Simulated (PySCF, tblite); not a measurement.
C₆H₁₄O₂Si, SMILES CCC1(CC)CO[SiH2]O1, geometry in Å:

```xyz
23

C     -1.9760     1.2625     0.6449
C     -0.6169     0.7617     1.1174
C      0.2522     0.1490     0.0142
C     -0.3945    -1.0541    -0.6881
C     -0.7024    -2.2105     0.2553
C      0.6627     1.2020    -1.0481
O      1.9897     0.9652    -1.4177
Si     2.7669     0.0452    -0.3041
O      1.4591    -0.2782     0.6172
H     -2.4977     1.7380     1.4724
H     -1.8665     1.9915    -0.1546
H     -2.5930     0.4440     0.2842
H     -0.7473     0.0124     1.8991
H     -0.0521     1.5887     1.5547
H      0.3170    -1.3926    -1.4451
H     -1.3028    -0.7287    -1.1973
H     -1.5166    -1.9601     0.9308
H     -0.9907    -3.0903    -0.3156
H      0.1793    -2.4499     0.8446
H      0.0359     1.1365    -1.9407
H      0.5878     2.2127    -0.6318
H      3.2981    -1.1228    -0.9886
H      3.7032     0.8049     0.5068
```

GIAO shifts, PBE0/pcSseg-1 with PySCF 2.14.0, at a GFN2-xTB geometry (a minimum by its frequencies), against TMS for ¹³C and TMS for ²⁹Si computed at the same level. Gas phase, fully decoupled, line heights follow the number of nuclei, widths are arbitrary (no quadrupolar broadening); values of one conformer, averaged over nuclei that symmetry, rotation about single bonds or ring flips exchange, these motions taken as fast; other conformers aren't averaged in.

Which ¹³C signals does it give?

4 signals.


| δ (ppm) | nuclei | atoms |
| --- | --- | --- |
| 81.6 | 1 | C3 |
| 78.3 | 1 | C6 |
| 33.4 | 2 | C2, C4 |
| 10.1 | 2 | C1, C5 |

How many ²⁹Si lines appear, and where?

1 signal.


```tsv
δ (ppm)	nuclei	atoms
−5.1	1	Si8
```

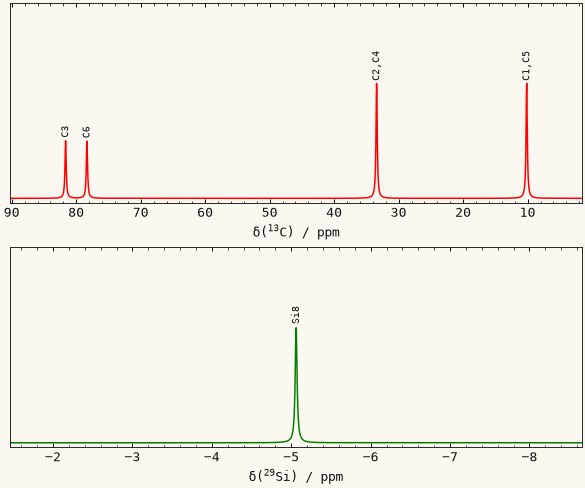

Known limits of this run: the tight-binding geometry is rougher than a DFT one and adds to the error.
